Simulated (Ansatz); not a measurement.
```yaml
crystal:
  lattice:
    - [5.73889, 0.00000, 0.00000]
    - [0.00000, 5.73889, 0.00000]
    - [0.00000, 0.00000, 5.73889]
  atoms:
    - { symbol: Cr, position: [0.25000, 0.25000, 0.25000] }
    - { symbol: Cr, position: [0.75000, 0.75000, 0.25000] }
    - { symbol: Cr, position: [0.75000, 0.25000, 0.75000] }
    - { symbol: Cr, position: [0.25000, 0.75000, 0.75000] }
    - { symbol: Cr, position: [0.75000, 0.25000, 0.25000] }
    - { symbol: Cr, position: [0.25000, 0.75000, 0.25000] }
    - { symbol: Cr, position: [0.25000, 0.25000, 0.75000] }
    - { symbol: Cr, position: [0.75000, 0.75000, 0.75000] }
    - { symbol: Pd, position: [0.00000, 0.00000, 0.00000] }
    - { symbol: Pd, position: [0.50000, 0.50000, 0.00000] }
    - { symbol: Pd, position: [0.50000, 0.00000, 0.50000] }
    - { symbol: Pd, position: [0.00000, 0.50000, 0.50000] }
```

Space group Fm-3m; started from the fluorite_225 prototype, which need not be the ambient phase; computed without spin polarisation.

The calculation used Ansatz, DFT PBE, scalar-relativistic, plane waves, PAW.

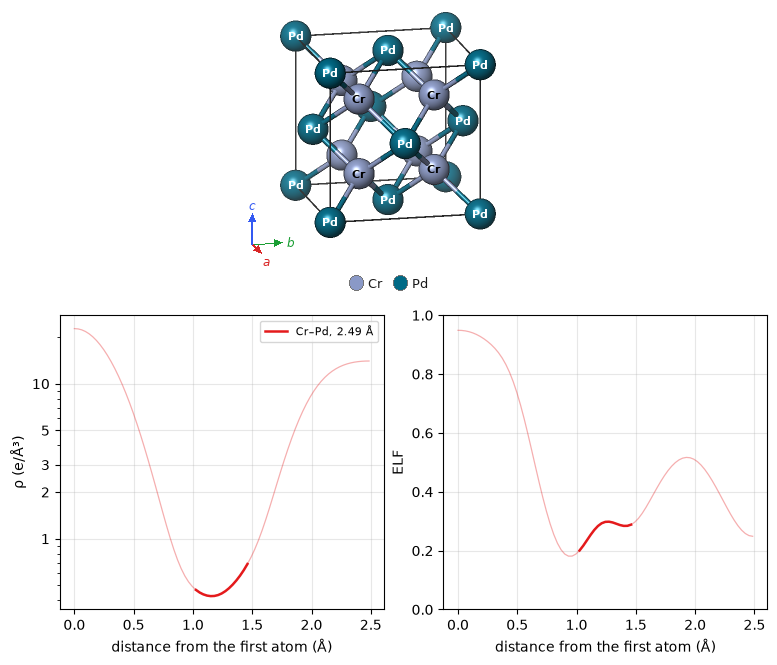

Cr₂Pd. Valence charge density (pseudo) and electron localisation function along straight lines between neighbouring atoms. Thin, pale parts lie inside the atomic spheres. The structure is drawn too.

The density is the valence pseudo-density of a PAW calculation; it isn't the true density close to the nuclei.

What can be read from the curves?

Cr–Pd (2.49 Å): ρ at the midpoint is about 0.44 e/Å³; the ELF is about 0.30 at the midpoint (no localised pair shows between them).
